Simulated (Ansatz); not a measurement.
## Bi2Te3 (Tellurobismuthite): a many-body input that goes wrong, and its mend

A first try at the G0W0 gap of Bi2Te3 (Tellurobismuthite), what the program said, and an input that works.

Method: G0W0 on PBE, plane waves, PAW, in Ansatz 0.2.0.

## (1) The structure

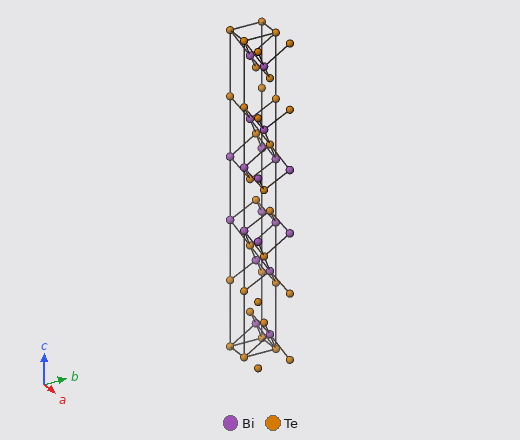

Start, viewed slightly off an axis; bismuth purple, tellurium orange. 2×1×1 cells are drawn. This picture shows the conventional cell, with its axes. Bonds to atoms that aren't drawn are left out. Some periodic images of atoms are drawn too.

The cell and positions come from the Crystallography Open Database and are kept as given unless a step says otherwise. Spin-orbit coupling is left out unless a step names it. The default PAW set here is soft_2. Its files were made with PBE.

## (2) First try

Contents of input.yaml:

```yaml
crystal:
  lattice:
    - [2.193, 1.2661291403, 10.1656666667]
    - [-2.193, 1.2661291403, 10.1656666667]
    - [0.0, -2.5322582807, 10.1656666667]
  atoms:
    - { symbol: Bi, position: [0.4, 0.4, 0.4] }
    - { symbol: Bi, position: [0.6, 0.6, 0.6] }
    - { symbol: Te, position: [0.0, 0.0, 0.0] }
    - { symbol: Te, position: [0.2095, 0.2095, 0.2095] }
    - { symbol: Te, position: [0.7905, 0.7905, 0.7905] }
kpoints:
  mp_grid: { grid: [4, 4, 4] }
hamiltonian:
  xc: pbe
scf:
  occupations: { method: fixed }
gw:
  n_empty_bands: 275
  ecut_chi: 10
  qp_bands: [v2, c2]
  qp_kpoints: band_edges
  screening: { model: contour_deformation }
```

The run is started by

```sh
ansatz run input.yaml --threads 3 --pin off --max-ram 92160MiB --backend cuda --events-out ev --progress --plain --runs-dir out --devices 1 --max-vram 13GiB
```

Numbers of over 12 decimals in the logs are rounded to 6 here.

Output:

```text
GPUs: using 1 of 1 available (devices: 1).
Engine: ansatz 0.2.0, x86_64-unknown-linux-gnu
Pseudopotentials: kind: paw
Pseudopotential: Bi, paw, valence charge 15, recommended cutoff 420 eV (normal), Bi.paw.azcp
Pseudopotential: Te, paw, valence charge 16, recommended cutoff 420 eV (normal), Te.paw.azcp
Functional definition: PBE
  parameter kappa = 0.804
  parameter beta = 0.066725
  exchange = pbe_x(kappa = kappa, mu = beta*pi^2/3)
  correlation = pbe_c(beta = beta)
device memory: the entry about to start is reckoned to put 4.8 GiB on a device that reports 64.6 GiB free (of which the cap on the GPU budget leaves the run 13.0 GiB)
GPU FFT provider: cuFFT
GPU libraries: cuBLAS 13.8.2, cuFFT 12.4.0, cuSOLVER 12.3.4
Crystal: 5 atoms, lattice volume = 169.357 Å³
Basis set: ecut = 420 eV, 3345 PW (Γ)
Bands: 47, of which v1, the nominal top of the filled ones, is band 39 counted from 1 (38 counted from 0)
Symmetry: 12 space group operations
Space group: R-3m (ITA 166), of the structure as read, at distance tolerance 5.5e-5 Å
k-points: 13 of 64
Non-local potential: Bi, projectors of the file, l = 0: 2, l = 1: 2, l = 2: 2, l = 3: 2
Non-local potential: Te, projectors of the file, l = 0: 2, l = 1: 2, l = 2: 2, l = 3: 2
PAW form: soft (Blöchl's): semilocal exchange-correlation on the pseudo side does not see the compensation charge
PAW one-centre angular grid: Bi, 590 points (default); XC on 64 Gauss nodes
PAW one-centre angular grid: Te, 590 points (default); XC on 64 Gauss nodes
Initial density: superposition of atomic densities (neutral atoms: chi_scale 0, normalization atom), corrected by the library's trained network
Initial wavefunctions: pseudopotential atomic-orbital guess
GPU buffer pool allocated for 373248 grid points (all kernels)
GPU transforms: local potential and band sums: pruned to the plane-wave sphere, on 72×72×72
Functional: x = pbe(κ = 0.804, μ = 0.219515), c = pbe(β = 0.066725)
SCF iter   1: F=—  HF=-45734.113925 eV  |F-HF|=—  |Δ(HF+E_count)|=         —  Δρ=1.01e-3  dr2=2.67e-3  ethr=1.77e-3  ⟨swp⟩=5.2  Hψ=2030  notcnv=0  defer=71
preconditioner: auto → Resta (q_TF=auto, 2.398 Å⁻¹)  ε∞=4.2  [insulator: Δε(μ)=0.295 eV  Ē_g=8.431 eV  n_scr=42 (ndim 8)  ℏωp=15.1 eV  f_vac=0.015  ε∞_Penn≈4.2]
SCF iter   2: F=—  HF=-45734.110771 eV  |F-HF|=—  |Δ(HF+E_count)|=   3.15e-3  Δρ=5.24e-4  dr2=5.06e-4  ethr=3.43e-6  ⟨swp⟩=2.9  Hψ=1308  notcnv=0  defer=76
SCF iter   3: F=—  HF=-45734.110949 eV  |F-HF|=—  |Δ(HF+E_count)|=   1.78e-4  Δρ=2.10e-4  dr2=7.17e-5  ethr=6.48e-7  ⟨swp⟩=2.0  Hψ=920  notcnv=0  defer=75
SCF iter   4: F=—  HF=-45734.111007 eV  |F-HF|=—  |Δ(HF+E_count)|=   5.82e-5  Δρ=7.22e-5  dr2=1.24e-5  ethr=9.20e-8  ⟨swp⟩=2.0  Hψ=769  notcnv=0  defer=62
SCF iter   5: F=—  HF=-45734.111013 eV  |F-HF|=—  |Δ(HF+E_count)|=   6.42e-6  Δρ=3.33e-5  dr2=8.34e-6  ethr=1.59e-8  ⟨swp⟩=2.0  Hψ=769  notcnv=0  defer=70
SCF iter   6: F=—  HF=-45734.111013 eV  |F-HF|=—  |Δ(HF+E_count)|=   2.07e-7  Δρ=9.86e-6  dr2=1.72e-7  ethr=1.07e-8  ⟨swp⟩=2.0  Hψ=644  notcnv=0  defer=71
SCF iter   7: F=-45734.111013 eV  HF=-45734.111013 eV  |F-HF|=1.02e-10  |Δ(HF+E_count)|=   2.63e-7  Δρ=2.79e-6  dr2=1.35e-8  ethr=1.28e-10  ⟨swp⟩=11.3  Hψ=2739  notcnv=0
SCF 1 converged in 7 iterations: F = -45734.111013 eV  dr2 = 1.35e-8
[...]
device memory: the entry about to start is reckoned to put 5.8 GiB (of the 5.9 GiB reckoned in all, the device holds 0.1 GiB already) on a device that reports 57.0 GiB free (of which the cap on the GPU budget leaves the run 13.0 GiB)
NSCF: frozen V_eff on 13 k-points
[...]
device memory: the entry about to start is reckoned to put 4.6 GiB on a device that reports 56.1 GiB free (of which the cap on the GPU budget leaves the run 13.0 GiB)
NSCF: frozen V_eff on 13 k-points
G₀W₀ screening: q 1/13
[... further progress lines ...]
device memory: the entry about to start is reckoned to put 1.4 GiB on a device that reports 60.5 GiB free (of which the cap on the GPU budget leaves the run 13.0 GiB)
NSCF: frozen V_eff on 1 k-points
device memory: the entry about to start is reckoned to put 1.4 GiB on a device that reports 60.4 GiB free (of which the cap on the GPU budget leaves the run 13.0 GiB)
NSCF: frozen V_eff on 1 k-points
device memory: the entry about to start is reckoned to put 1.4 GiB on a device that reports 60.3 GiB free (of which the cap on the GPU budget leaves the run 13.0 GiB)
NSCF: frozen V_eff on 1 k-points
SCF converged after 7 iterations
Free energy (F): -45734.111013 eV
Harris-Foulkes:  -45734.111013 eV  (|F-HF|=1.02e-10)
Internal energy: -45734.111013 eV  (E = F + TS)
E sigma→0 (E₀):  -45734.111013 eV
Fermi energy:    9.314846 eV
--- Per-component energies (eV) ---
  E_band       = -991.294221
  E_kinetic    = 1144.303925
  E_local      = -6864.172671  (includes V_loc(G=0)·N_el)
  E_nonlocal   = 191.572954
  E_hartree    = 3425.134528
  E_xc         = -676.467751
  E_vxc        = -601.883998  (∫ρ·V_xc dr)
  E_paw        = -35312.456866  (= ΣΔE_a)
  E_vpaw       = -1711.382687  (= ΣTr[D̂ρ^β])
  E_aug_tail   = -0.001460  (compensation charges beyond the density's cutoff)
  E_ewald      = -7642.023672
  E_smearing   = -0.000000  (= −TS)
  E_closure    = 0.000000  (closes the sum)
  Σ components = -45734.111013   (vs F -45734.111013, Δ=0.00e0)
--- Band table (eV; the first three rows and the last of 13) ---
  k-point 0: bands = [... 35 lower, 7.6072, 8.4498, 8.4498, 9.3148, 9.6120, 9.9675, 9.9675, 11.2870, ... 4 higher]
  k-point 1: bands = [... 35 lower, 7.2935, 8.3348, 8.4376, 8.7001, 10.3347, 10.7445, 10.7789, 11.8306, ... 4 higher]
  k-point 2: bands = [... 35 lower, 6.4065, 6.9024, 8.4003, 8.8063, 9.8946, 10.3731, 12.0634, 12.1010, ... 4 higher]
  k-point 12: bands = [... 35 lower, 7.9025, 8.1598, 8.1598, 8.8749, 10.1603, 10.4495, 10.4495, 10.9607, ... 4 higher]
--- G₀W₀: contour deformation, 8 samples at zero and on the imaginary axis and 1 off it, 64 q-points, 275 empty bands' worth ---
  eigenvalues of the whole cell's RPA ε∞ on this k-mesh (on a slab, of 1 + 4πα/V) = 51.2689, 51.2689, 58.3144; static W/v taken at q = 0 is 0.020554
  bands read: the sum over 314 bands ends inside a degenerate multiplet in 1 slot, whose members it reads at an even weight; the widest, k=12: bands 314 to 315 (counted from 1) at 1/2 each
  gw.qp_kpoints: band_edges: 8 of 13 stored k-points solved, in 1 pass; an edge of the gap read off the rows below is read off those points alone
    valence top: of the k-points left out ik 1 came nearest to being solved in a further pass, in band 39 (counted from 1, as in the quasiparticle table): it holds the edge there only if its correction is more favourable than any solved in that band by at least 0.615 eV; those differ by 0.166 eV
    conduction bottom: of the k-points left out ik 1 came nearest to being solved in a further pass, in band 40 (counted from 1, as in the quasiparticle table): it holds the edge there only if its correction is more favourable than any solved in that band by at least 0.679 eV; those differ by 0.119 eV
    ik  band        ε_KS         Σx   Σc(E_QP)       V_xc       Z   E_QP_lin       E_QP  E_QP is
     0    38      8.4498   -15.3293     1.7931   -13.8783  0.7786     8.7900     8.7919  root
     0    39      9.3148   -14.6093     0.7956   -14.3399  0.7910     9.8394     9.8411  root
     0    40      9.6120   -10.0424    -2.2146   -12.8399  0.8004    10.2054    10.1950  root
     0    41      9.9675   -10.0316    -2.2811   -12.8830  0.7932    10.5499    10.5377  root
     2    38      8.4003   -15.2981     1.7863   -13.8473  0.7784     8.7338     8.7358  root
     2    39      8.8063   -14.7723     1.1772   -14.0409  0.7887     9.2502     9.2520  root
     2    40      9.8946    -9.8159    -2.3271   -12.7273  0.7997    10.4894    10.4789  root
     2    41     10.3731    -9.9764    -2.3539   -12.9172  0.7918    10.9718    10.9599  root
     5    38      7.5378   -14.3934     1.8416   -12.8380  0.7707     7.8248     7.8240  root
     5    39      8.8376   -15.2386     1.3880   -14.2995  0.7883     9.2845     9.2865  root
     5    40     10.4650   -10.2117    -2.4583   -13.3286  0.7927    11.1382    11.1237  root
     5    41     11.6061   -10.7247    -2.8076   -14.2691  0.7749    12.3586    12.3429  root
     6    38      7.7669   -15.1143     2.1567   -13.2243  0.7543     8.0315     8.0337  root
     6    39      8.3572   -14.8921     1.5202   -13.7322  0.7816     8.7156     8.7176  root
[...]
11    41     10.4927    -9.8909    -2.3908   -12.8803  0.7939    11.1040    11.0913  root
    12    38      8.1598   -15.2913     1.9833   -13.6238  0.7681     8.4728     8.4756  root
    12    39      8.8749   -14.5522     1.0197   -14.0205  0.7852     9.3592     9.3629  root
    12    40     10.1603   -10.2181    -2.3968   -13.2340  0.7843    10.7816    10.7794  root
    12    41     10.4495   -10.2434    -2.4746   -13.3376  0.7801    11.0707    11.0691  root
```

Elapsed: 28 s, on 1 × NVIDIA H100 80GB HBM3 (shared by 6 runs) with 3 threads of AMD EPYC 7R13 (Zen 3), shared host; peak memory 1.4 GiB.

**What went wrong?**

The run ended normally, though the input holds a fault or crude settings.

The fault: screening cutoff of 10 eV. Nearly all local fields and short-range correlation are left out.

It printed a gap of 0.35 eV, which is an artefact of the settings.

## (3) A better input

Now the one-shot GW correction: screening in the RPA, then the self-energy of the levels asked for.

input.yaml, as its differences from that of step 2:

```diff
@@ -18,4 +18,4 @@
 gw:
-  n_empty_bands: 275
-  ecut_chi: 10
+  n_empty_bands: 505
+  ecut_chi: 120
   qp_bands: [v2, c2]
```

Output:

```text
GPUs: using 1 of 1 available (devices: 1).
[...]
GPU FFT provider: cuFFT
GPU libraries: cuBLAS 13.8.2, cuFFT 12.4.0, cuSOLVER 12.3.4
Crystal: 5 atoms, lattice volume = 169.357 Å³
Basis set: ecut = 420 eV, 3345 PW (Γ)
Bands: 47, of which v1, the nominal top of the filled ones, is band 39 counted from 1 (38 counted from 0)
[... 1 set-up line as in the run before ...]
[...]
k-points: 13 of 64
[...]
GPU buffer pool allocated for 373248 grid points (all kernels)
[...]
SCF iter   1: F=—  HF=-45734.113925 eV  |F-HF|=—  |Δ(HF+E_count)|=         —  Δρ=1.01e-3  dr2=2.67e-3  ethr=1.77e-3  ⟨swp⟩=5.2  Hψ=2030  notcnv=0  defer=71
[...]
SCF iter   7: F=-45734.111013 eV  HF=-45734.111013 eV  |F-HF|=1.02e-10  |Δ(HF+E_count)|=   2.63e-7  Δρ=2.79e-6  dr2=1.35e-8  ethr=1.28e-10  ⟨swp⟩=11.3  Hψ=2739  notcnv=0
SCF 1 converged in 7 iterations: F = -45734.111013 eV  dr2 = 1.35e-8
[...]
0    40      9.6120   -10.0424    -2.9030   -12.8399  0.7704     9.5066     9.5065  root
     0    41      9.9675   -10.0316    -2.9732   -12.8830  0.7590     9.8458     9.8456  root
     2    38      8.4003   -15.2981     1.0594   -13.8473  0.7384     8.0006     8.0089  root
     2    39      8.8063   -14.7723     0.4060   -14.0409  0.7497     8.4731     8.4808  root
     2    40      9.8946    -9.8159    -3.0166   -12.7273  0.7687     9.7894     9.7894  root
     2    41     10.3731    -9.9764    -3.0523   -12.9172  0.7571    10.2618    10.2615  root
     5    38      7.5378   -14.3934     1.2032   -12.8380  0.7317     7.1769     7.1856  root
[...]
11    41     10.4927    -9.8909    -3.0939   -12.8803  0.7606    10.3883    10.3881  root
    12    38      8.1598   -15.2913     1.2883   -13.6238  0.7282     7.7710     7.7806  root
    12    39      8.8749   -14.5522     0.2486   -14.0205  0.7482     8.5970     8.5918  root ?
    12    40     10.1603   -10.2181    -3.1342   -13.2340  0.7497    10.0422    10.0419  root
    12    41     10.4495   -10.2434    -3.2048   -13.3376  0.7445    10.3389    10.3390  root
[key lines of the parts left out:]
SCF converged after 7 iterations
Free energy (F): -45734.111013 eV
Fermi energy:    9.314846 eV
```

It took 91 s on 1 × NVIDIA H100 80GB HBM3 (shared by 6 runs) with 3 threads; peak memory 2.1 GiB.

Numbers from this step:

- bands summed: 544
- RPA ε∞ on this mesh (eigenvalues): 47.41, 47.41, 54.44
- plane waves in the screening matrix: 505
- q-points in the mesh: 64
- G0W0 gap on the mesh: 0.4889 eV
- k of the valence top: 0, 0, 0
- k of the conduction bottom: 0, 0, 0
- starting gap on the mesh: 0.2971 eV
- Z at the valence top: 0.7526
- Z at the conduction bottom: 0.7704
- least direct G0W0 gap on the computed points: 0.4889 eV

The gap on the mesh goes from 0.30 eV to 0.49 eV, a correction of +0.19 eV. The program marks an edge row as in doubt. Between the two edge states, bare exchange in place of the xc potential would open the gap by 3.07 eV, and correlation takes back 2.88 eV.

## (4) What came out

```json
{"first try": "converged after 28 s", "better run": "G0W0 gap on the mesh 0.49 eV (4×4×4 mesh, 505 empty bands, screening to 120 eV)"}
```

**Reading.** The second run differs in: empty bands and screening cutoff (eV). Bands and cutoff are finite, so the gap is not at the basis limit. The miss can reach some tenths of an eV and take either sign; the mesh is an error of its own. Where an edge is built on 6p states of lead, bismuth or thallium, scalar-relativistic gaps usually stand too wide, by a few tenths to over one eV. With atoms this heavy and so narrow a gap, spin-orbit coupling can invert the bands. These scalar-relativistic gaps are then model values, not to be set against experiment, and a spin-orbit change taken from DFT can't simply be added. The RPA ε∞ on this mesh reaches over 25; with a narrow direct gap a coarse mesh can overstate it, and the correction is then too small. The program marks a band-edge row as in doubt, so the gap is less sure than its digits.

[Paths, hosts, dates, memory and timing lines, banners, echoed tables and standing remarks are left out of the program output.]

[Logs are printed without paths, hosts, clocks, repeated set-up lines and the standing remarks that a program may print on its own settings, such as how far it seeks lower states.]

[Runs of the session that timed out or met a known fault of the program may be left out.]

[Cells called generated may have been cut or substituted from an entry of the Crystallography Open Database or the Materials Project.]

[Hosts, paths, dates, database ids (printed as entryN), source tags and the programs' standing remarks are cut or masked in the printed files.]
